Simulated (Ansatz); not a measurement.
```xyz
9

O     2.3059   -0.4754    0.7336
C     1.0342   -0.2246    0.6543
F     0.4333   -0.5277    1.7534
Cl   -2.0428   -1.6088   -0.4195
O     0.4663    0.2387   -0.3051
Al   -1.5006    0.4479   -0.6760
H     2.7235   -0.2516   -0.1110
H    -1.9059    1.4006    0.5253
H    -1.4253    0.9546   -2.1722
```

Geometry: PBE0-D4/def2-TZVP.

Theory: RKS PBE0-D4/def2-TZVPP (Ansatz 0.2.0).

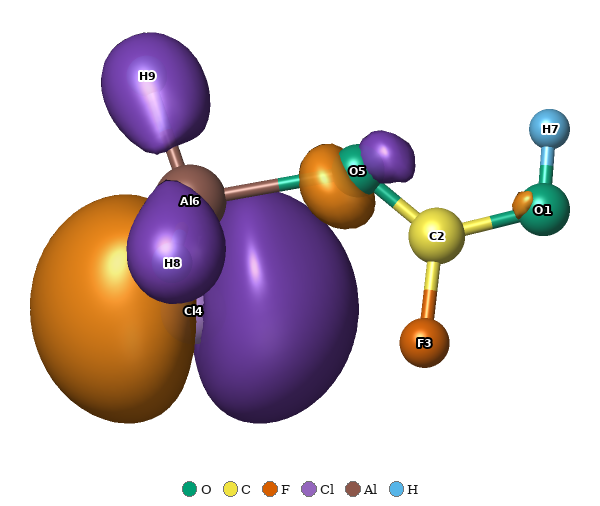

CH$_{3}$AlClFO$_{2}$. The HOMO−1 at ±0.08 Å⁻³ᐟ² (orange and purple are the two phases), seen across its widest extent.

**Where does this orbital lie, and at what energy?**

By Hirshfeld shares it lies mainly on Cl4 (about 85 %); largely a lone pair of Cl4. Its energy is −8.45 eV.
